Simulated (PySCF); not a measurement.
# C₄H₈Si: electronic excitations and core binding energies

What electronic excitations and core binding energies should C₄H₈Si (`C=C[C@H]1C[SiH2]1`) show?

Programs: PySCF 2.14.0, with density-fitted response routines of our own. Each step states its level of theory. These are calculated values for one molecule in the gas phase, unless marked as measured. Atoms count from 0, in the outputs and in this text.

## (1) The molecule as given

13 atoms, charge 0, multiplicity 1; geometry from: GFN2-xTB.

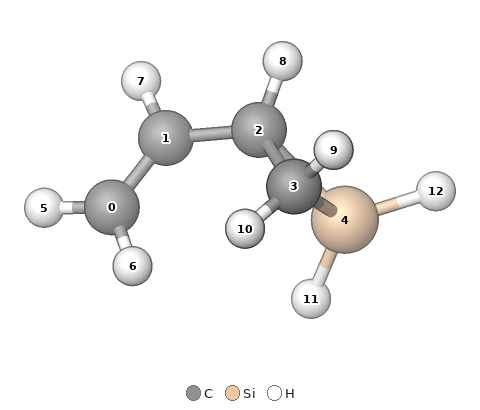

The starting geometry (carbon grey, silicon light orange, hydrogen white), atoms numbered.

## (2) TDDFT and polarisability: CAM-B3LYP/def2-SVPD

Job settings and geometry (Å):

```
{"job": {"kind": "uv", "xc": "CAM-B3LYP", "basis": "def2-SVPD", "nstates": 8, "ntriplets": 3}, "charge": 0, "multiplicity": 1}
C      1.841104     0.075839    -0.629870
C      1.214471     0.281149     0.521833
C     -0.231998     0.330752     0.729729
C     -1.180441     0.648589    -0.436391
Si    -1.339120    -1.120313     0.159653
H      2.915222     0.044717    -0.688286
H      1.313210    -0.064182    -1.557989
H      1.805523     0.403357     1.422463
H     -0.504804     0.805781     1.665596
H     -1.956117     1.366999    -0.208013
H     -0.702623     0.874236    -1.378834
H     -0.696487    -2.174162    -0.600877
H     -2.482326    -1.472275     0.983259
```

Level: TDDFT CAM-B3LYP/def2-SVPD, vertical, gas phase, core orbitals frozen in the response.

The run is started by

```bash
$ OMP_NUM_THREADS=1 python probes_run.py task.json out
```

This one command runs all jobs of the session in turn.

Log:

```text
coarse grid: 10928 points
cycle   1  E = -446.2600748476  dE =  6.013e-01  |g| = 3.417e-01  |ddm| = 5.316e+00
cycle   2  E = -446.2673483892  dE = -7.274e-03  |g| = 3.242e-01  |ddm| = 1.112e+00
cycle   3  E = -446.2969453833  dE = -2.960e-02  |g| = 3.442e-02  |ddm| = 5.236e-01
cycle   4  E = -446.2972215417  dE = -2.762e-04  |g| = 2.056e-02  |ddm| = 1.194e-01
cycle   5  E = -446.2973351210  dE = -1.136e-04  |g| = 3.946e-03  |ddm| = 3.707e-02
cycle   6  E = -446.2973392142  dE = -4.093e-06  |g| = 1.372e-03  |ddm| = 9.874e-03
final grid: 99736 points
cycle   7  E = -446.3683048246  dE = -2.555e-05  |g| = 3.170e-03  |ddm| = 8.488e-02
cycle   8  E = -446.3683048438  dE = -1.922e-08  |g| = 3.272e-03  |ddm| = 1.223e-02
cycle   9  E = -446.3683075745  dE = -2.731e-06  |g| = 2.457e-04  |ddm| = 4.850e-03
cycle  10  E = -446.3683075885  dE = -1.398e-08  |g| = 1.352e-04  |ddm| = 8.491e-04
cycle  11  E = -446.3683075936  dE = -5.124e-09  |g| = 4.030e-05  |ddm| = 3.175e-04
cycle  12  E = -446.3683075941  dE = -4.613e-10  |g| = 9.596e-06  |ddm| = 8.976e-05
converged SCF energy = -446.3683075941

Static polarisability (au): isotropic 76.052, principal 64.929 69.867 93.362

Singlet excitations
state   eV       nm        f      main configurations
  1   5.4406    227.9   0.24640   H->L 0.94
  2   6.0003    206.6   0.02938   H->L+1 0.57, H->L+2 0.31
  3   6.3163    196.3   0.06478   H->L+2 0.53, H->L+1 0.24, H->L+3 0.14
  4   6.4842    191.2   0.00309   H->L+3 0.62, H->L+4 0.16
  5   6.6695    185.9   0.07263   H-1->L 0.72, H->L+3 0.08
  6   6.8709    180.4   0.00373   H->L+5 0.56, H->L+4 0.19, H-1->L 0.12
  7   7.0060    177.0   0.04620   H->L+4 0.48, H->L+5 0.23, H->L+3 0.10
  8   7.2756    170.4   0.00848   H->L+6 0.41, H->L+7 0.21, H-1->L+2 0.15

Triplet excitations (Tamm-Dancoff, eV): 3.8503 4.8547 5.8884
```

Wall time 24 s (1 thread of Arm Neoverse V2, shared host); peak memory 0.74 GiB.

The orbitals next to the gap, with their largest atomic shares:

```
orbital      eV                        atoms
 HOMO−3  -11.37    C0 20 %, C1 18 %, C2 17 %
 HOMO−2  -10.67    C2 28 %, C1 20 %, C3 16 %
 HOMO−1   -9.05   C3 32 %, Si4 16 %, C1 14 %
   HOMO   -7.51   C0 22 %, C2 21 %, Si4 19 %
   LUMO    0.71   Si4 33 %, C1 12 %, C0 10 %
 LUMO+1    1.45   Si4 37 %, H12 10 %, C3 8 %
 LUMO+2    1.55  Si4 33 %, C3 13 %, H11 12 %
```

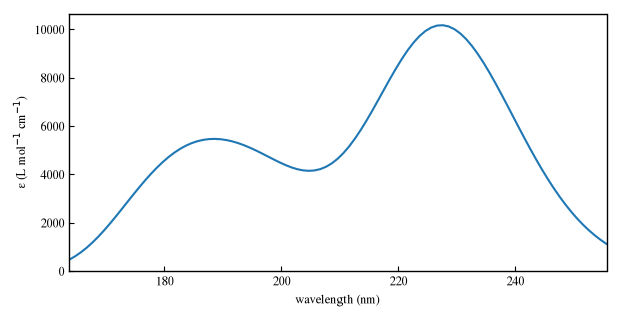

Absorption spectrum: each of the 8 states is a Gaussian band of 0.4 eV half-width at 1/e. Beyond the last state computed it falls off for lack of states.

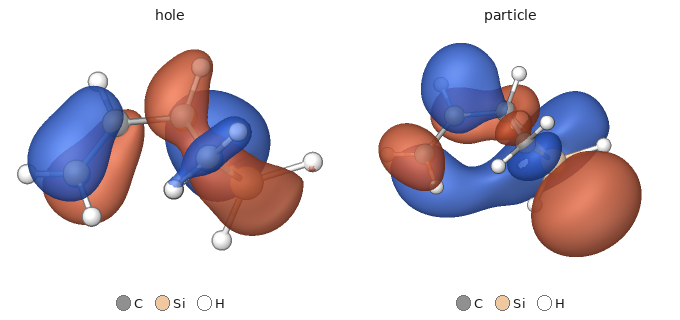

Leading natural transition orbitals of singlet state 1: the electron leaves the hole (left) for the particle orbital (right).

Ground-state properties from the same run:

| property | computed |
| --- | --- |
| dipole moment (D) | 0.88 |
| polarisability (Å³) | 11.27 |
| HOMO–LUMO gap (eV) | 8.22 |
| −ε(HOMO) (eV) | 7.51 |

The fields below are evaluated on a grid from the run's orbitals.

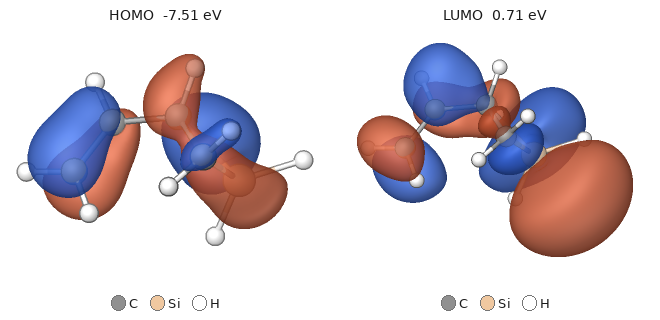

Frontier orbitals at CAM-B3LYP/def2-SVPD; each surface holds 70 % of the orbital's density, blue and red mark the sign.

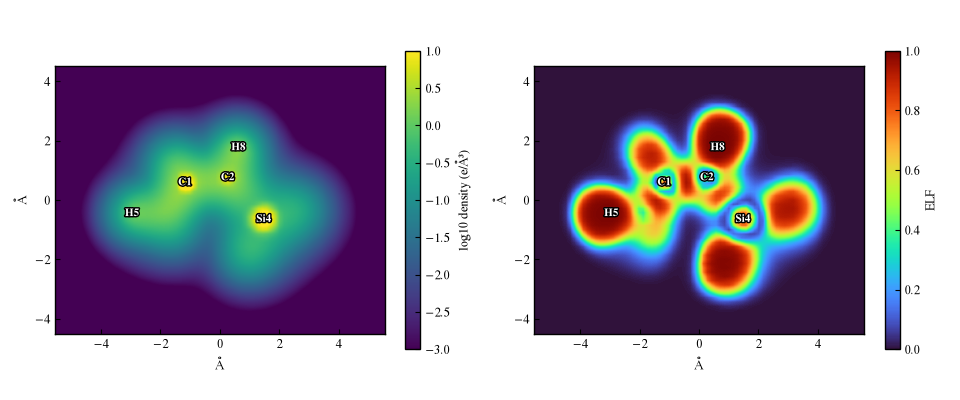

Density (left) and ELF (right) in a plane through or near 5 of the atoms.

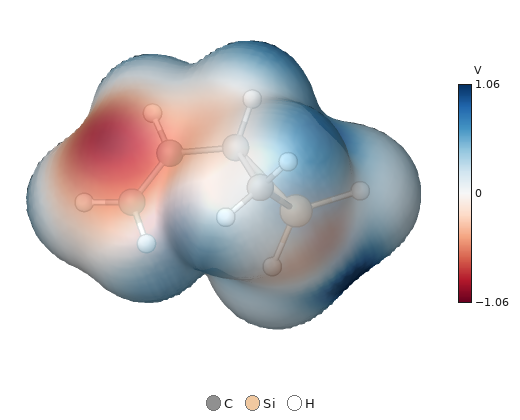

The potential that a unit positive charge feels on the 0.002 e/bohr³ surface, from -0.80 V near C0 to 1.06 V near H12.

## (3) Core holes by ΔSCF: SCAN, X2C

Same as in step 2 but for these lines:

```diff
@@ -1,2 +1,2 @@
-{"job": {"kind": "uv", "xc": "CAM-B3LYP", "basis": "def2-SVPD", "nstates": 8, "ntriplets": 3}, "charge": 0, "multiplicity": 1}
+{"job": {"kind": "xps"}, "charge": 0, "multiplicity": 1}
 C      1.841104     0.075839    -0.629870
```

With the program's defaults for keys left out, this is: delta-SCF UKS SCAN, pcX-2 on the ionised atom, pcseg-1 elsewhere, spin-free X2C.

Log:

```text
ground state, core basis on atom 0 (C), 145 functions
  cycle   1  E = -447.06658687  |g| = 5.57e-01
  cycle   2  E = -446.88924572  |g| = 9.18e-01
  cycle   3  E = -447.15294956  |g| = 1.05e-01
  cycle   4  E = -447.15596617  |g| = 5.77e-02
  cycle   5  E = -447.15668242  |g| = 2.35e-02
  cycle   6  E = -447.15683746  |g| = 8.11e-03
  cycle   7  E = -447.15685428  |g| = 1.65e-03
  cycle   8  E = -447.15685569  |g| = 5.83e-04
  cycle   9  E = -447.15685524  |g| = 1.53e-04
  E(ground) = -447.19597611 Eh
hole in C 1s of atom 0
  cycle   1  E = -435.93519802  |g| = 1.51e+00
  cycle   2  E = -434.93697952  |g| = 1.92e+00
  cycle   3  E = -436.38647097  |g| = 4.86e-01
  cycle   4  E = -436.44917963  |g| = 3.52e-01
  cycle   5  E = -436.52010144  |g| = 6.89e-02
  cycle   6  E = -436.52210102  |g| = 1.94e-02
  cycle   7  E = -436.52227509  |g| = 1.01e-02
  cycle   8  E = -436.52233566  |g| = 2.76e-03
  cycle   9  E = -436.52234088  |g| = 1.67e-03
  cycle  10  E = -436.52234394  |g| = 8.90e-04
  cycle  11  E = -436.52234355  |g| = 3.72e-04
  E(ion) = -436.56089116 Eh   <S^2> = 0.7780   hole on atom = 1.000   binding energy = 289.395 eV
ground state, core basis on atom 1 (C), 145 functions
  cycle   1  E = -447.15669185  |g| = 6.30e-02
  cycle   2  E = -447.15583720  |g| = 6.39e-02
  cycle   3  E = -447.15657254  |g| = 3.71e-02
  cycle   4  E = -447.15693420  |g| = 8.42e-03
  cycle   5  E = -447.15695654  |g| = 8.12e-04
  cycle   6  E = -447.15695636  |g| = 3.40e-04
  E(ground) = -447.19625006 Eh
hole in C 1s of atom 1
  cycle   1  E = -435.91042135  |g| = 1.51e+00
  cycle   2  E = -434.65259837  |g| = 2.08e+00
  cycle   3  E = -436.35124630  |g| = 4.72e-01
  cycle   4  E = -436.30230079  |g| = 5.21e-01
  cycle   5  E = -436.46737403  |g| = 1.87e-01
  cycle   6  E = -436.48723413  |g| = 5.27e-02
  cycle   7  E = -436.48897743  |g| = 1.48e-02
  cycle   8  E = -436.48932009  |g| = 9.97e-03
  cycle   9  E = -436.48954993  |g| = 8.08e-03
  cycle  10  E = -436.48980475  |g| = 6.69e-03
  cycle  11  E = -436.48989708  |g| = 3.39e-03
  cycle  12  E = -436.48990855  |g| = 1.47e-03
  cycle  13  E = -436.48991168  |g| = 5.43e-04
  cycle  14  E = -436.48991216  |g| = 2.33e-04
  E(ion) = -436.52828770 Eh   <S^2> = 0.8589   hole on atom = 1.000   binding energy = 290.290 eV
ground state, core basis on atom 2 (C), 145 functions
  cycle   1  E = -447.15742694  |g| = 6.00e-02
  cycle   2  E = -447.15720248  |g| = 3.67e-02
  cycle   3  E = -447.15717036  |g| = 3.74e-02
  cycle   4  E = -447.15754650  |g| = 8.79e-03
  cycle   5  E = -447.15756496  |g| = 9.78e-04
  cycle   6  E = -447.15756718  |g| = 3.15e-04
  E(ground) = -447.19680158 Eh
hole in C 1s of atom 2
  cycle   1  E = -435.90595285  |g| = 1.52e+00
  cycle   2  E = -434.83609327  |g| = 2.07e+00
  cycle   3  E = -436.38913274  |g| = 4.63e-01
  cycle   4  E = -436.41617120  |g| = 3.72e-01
  cycle   5  E = -436.49392088  |g| = 7.34e-02
  cycle   6  E = -436.49632299  |g| = 1.20e-02
  cycle   7  E = -436.49638944  |g| = 7.64e-03
  cycle   8  E = -436.49643002  |g| = 2.36e-03
  cycle   9  E = -436.49643588  |g| = 1.27e-03
  cycle  10  E = -436.49644047  |g| = 8.82e-04
  cycle  11  E = -436.49644281  |g| = 7.51e-04
  cycle  12  E = -436.49644470  |g| = 6.39e-04
  cycle  13  E = -436.49644792  |g| = 4.99e-04
  E(ion) = -436.53446869 Eh   <S^2> = 0.7746   hole on atom = 1.000   binding energy = 290.137 eV
ground state, core basis on atom 3 (C), 145 functions
  cycle   1  E = -447.15754920  |g| = 5.72e-02
  cycle   2  E = -447.15749646  |g| = 2.11e-02
  cycle   3  E = -447.15746127  |g| = 2.39e-02
  cycle   4  E = -447.15760452  |g| = 3.75e-03
  cycle   5  E = -447.15760905  |g| = 5.38e-04
  cycle   6  E = -447.15760926  |g| = 2.16e-04
  E(ground) = -447.19641871 Eh
hole in C 1s of atom 3
  cycle   1  E = -435.91414877  |g| = 1.51e+00
  cycle   2  E = -435.01200750  |g| = 1.95e+00
  cycle   3  E = -436.43955111  |g| = 3.63e-01
  cycle   4  E = -436.47832698  |g| = 1.96e-01
  cycle   5  E = -436.49543693  |g| = 9.67e-02
  cycle   6  E = -436.50005695  |g| = 2.61e-02
  cycle   7  E = -436.50040095  |g| = 7.31e-03
  cycle   8  E = -436.50043482  |g| = 2.42e-03
  cycle   9  E = -436.50044267  |g| = 1.79e-03
  cycle  10  E = -436.50044579  |g| = 9.30e-04
  cycle  11  E = -436.50044816  |g| = 6.79e-04
  cycle  12  E = -436.50044971  |g| = 6.36e-04
  cycle  13  E = -436.50045193  |g| = 5.99e-04
  cycle  14  E = -436.50046384  |g| = 4.45e-04
  E(ion) = -436.53798961 Eh   <S^2> = 0.7755   hole on atom = 1.000   binding energy = 290.031 eV
ground state, core basis on atom 4 (Si), 156 functions
  cycle   1  E = -447.25135146  |g| = 2.86e-01
  cycle   2  E = -447.25134223  |g| = 3.75e-02
  cycle   3  E = -447.25111459  |g| = 4.06e-02
  cycle   4  E = -447.25150239  |g| = 1.25e-02
  cycle   5  E = -447.25154004  |g| = 3.00e-03
  cycle   6  E = -447.25154303  |g| = 4.66e-04
  E(ground) = -447.24886886 Eh
hole in Si 1s of atom 4
  cycle   1  E = -378.32655304  |g| = 4.35e+00
  cycle   2  E = -378.06385252  |g| = 2.26e+00
  cycle   3  E = -378.25032813  |g| = 1.24e+00
  cycle   4  E = -379.27021693  |g| = 4.35e-01
  cycle   5  E = -379.35696843  |g| = 2.70e-01
  cycle   6  E = -379.38781763  |g| = 1.34e-01
  cycle   7  E = -379.39744494  |g| = 3.55e-02
  cycle   8  E = -379.39816505  |g| = 4.79e-03
  cycle   9  E = -379.39817812  |g| = 2.83e-03
  cycle  10  E = -379.39818460  |g| = 1.39e-03
  cycle  11  E = -379.39818661  |g| = 8.79e-04
  cycle  12  E = -379.39819069  |g| = 7.60e-04
  cycle  13  E = -379.39819511  |g| = 6.43e-04
  cycle  14  E = -379.39819931  |g| = 5.38e-04
  cycle  15  E = -379.39820624  |g| = 4.61e-04
  E(ion) = -379.40303278 Eh   <S^2> = 0.7569   hole on atom = 1.000   binding energy = 1846.179 eV
hole in Si 2p of atom 4
  cycle   1  E = -442.98396876  |g| = 1.24e+00
  cycle   2  E = -442.52828834  |g| = 1.29e+00
  cycle   3  E = -443.16444996  |g| = 4.60e-01
  cycle   4  E = -443.30538934  |g| = 1.49e-01
  cycle   5  E = -443.31282311  |g| = 9.78e-02
  cycle   6  E = -443.31754924  |g| = 3.18e-02
  cycle   7  E = -443.31806486  |g| = 1.10e-02
  cycle   8  E = -443.31812850  |g| = 4.13e-03
  cycle   9  E = -443.31813854  |g| = 1.13e-03
  cycle  10  E = -443.31814103  |g| = 8.19e-04
  cycle  11  E = -443.31814264  |g| = 7.16e-04
  cycle  12  E = -443.31814452  |g| = 6.49e-04
  cycle  13  E = -443.31815174  |g| = 5.08e-04
  cycle  14  E = -443.31815553  |g| = 3.87e-04
  E(ion) = -443.32655311 Eh   <S^2> = 0.7551   hole on atom = 1.002   binding energy = 106.732 eV
  2p3/2 = 106.500 eV   2p1/2 = 107.124 eV
```

Run time: 42 s. Hardware: 1 thread of Arm Neoverse V2, shared host; peak memory 0.55 GiB.

Binding energies by hole, beside the orbital energy of the ground state; the difference holds orbital relaxation and, for a density functional, its self-interaction error:

```
       hole  stands for                                       environment  ΔSCF (eV; 2p as the shell's mean)  −ε (eV)   ⟨S²⟩
  C1s on C0          C0                              terminal =CH2 carbon                             289.40    273.0  0.778
  C1s on C1          C1                                         alkene CH                  290.29 (doubtful)    273.7  0.859
  C1s on C2          C2                        three-membered-ring carbon                             290.14    273.8  0.775
  C1s on C3          C3                        three-membered-ring carbon                             290.03    273.6  0.775
Si1s on Si4         Si4  silicon bonded to 2 C, 2 H, in a 3-membered ring                            1846.18   1793.3  0.757
Si2p on Si4         Si4  silicon bonded to 2 C, 2 H, in a 3-membered ring                             106.71     96.2  0.755
```

Doubtful: the ion did not converge, its hole moved, or its ⟨S²⟩ is well above 0.75.

With the spin-orbit splitting: Si4 2p3/2 106.50, 2p1/2 107.12 eV. The table gives each 2p level as the mean over the whole 2p shell (two parts 2p3/2, one part 2p1/2), which differs a little from the single hole in the log.

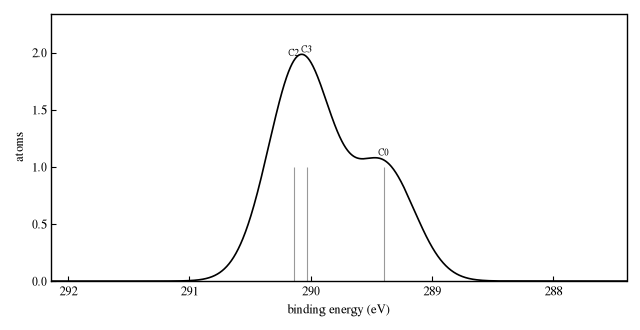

The C1s photoelectron lines, weighted by the number of atoms. Only 3 of the 4 C atoms are covered by sound results. Lines are broadened to a width of 0.60 eV (Gaussian).

## (4) Outcome

| quantity | value |
| --- | --- |
| lowest singlet (CAM-B3LYP/def2-SVPD) | 5.44 eV (228 nm), f = 0.246 |
| lowest triplet | 3.85 eV |
| surface potential, least and greatest | -0.80 V and 1.06 V |
| C1s binding energies, SCAN/pcX-2 (standing for 3 of 4 atoms) | C2 290.14, C3 290.03, C0 289.40 eV |
| Si1s binding energies, SCAN/pcX-2 | Si4 1846.18 eV |
| Si2p binding energies, SCAN/pcX-2 | Si4 106.71 eV |

What this shows: The first singlet state (HOMO→LUMO 0.94) lies at 5.44 eV and is bright. The lowest triplet lies 1.59 eV below the lowest singlet (triplets in Tamm-Dancoff, singlets in full TDDFT). The C1s levels kept as sound span 0.74 eV, from C0 (terminal =CH2 carbon) up to C2 (three-membered-ring carbon). Only 3 of the 4 C atoms are covered by sound results.
